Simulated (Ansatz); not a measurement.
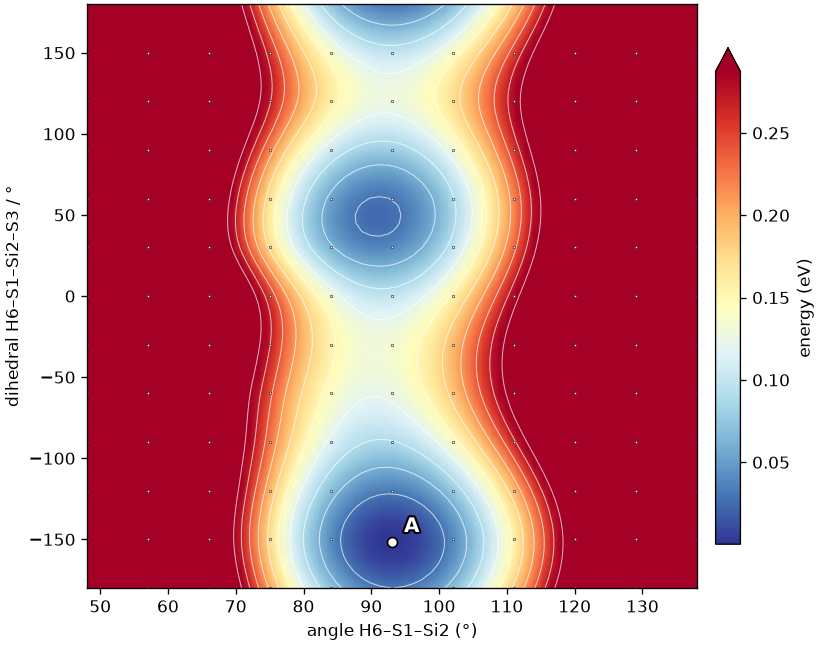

BrClH₂S₂Si, SMILES S[Si](S)(Cl)Br. First axis: angle H6–S1–Si2. Second axis: dihedral H6–S1–Si2–S3. Nothing is relaxed (all other coordinates rigid). Grid: 11 × 12 points. All energies are given in eV relative to the relaxed molecule at the same level. The calculation used RKS PBE-D4/def2-SVP in Ansatz.

Drawn: a smooth colour map with a few white contour lines, dots at the grid points, one colour for all values above the top of the scale, the well A. Between grid points the surface is interpolated.

Where is the minimum, and how stiff is the well along each coordinate? Take the well at A.

The interpolated minimum is at angle H6–S1–Si2 ≈ 93°, dihedral H6–S1–Si2–S3 ≈ −152°. The curvatures there are about 3.3 eV/rad² and 0.27 eV/rad², with a cross term of about 0.03 eV/rad². Round the minimum the two coordinates are nearly uncoupled.
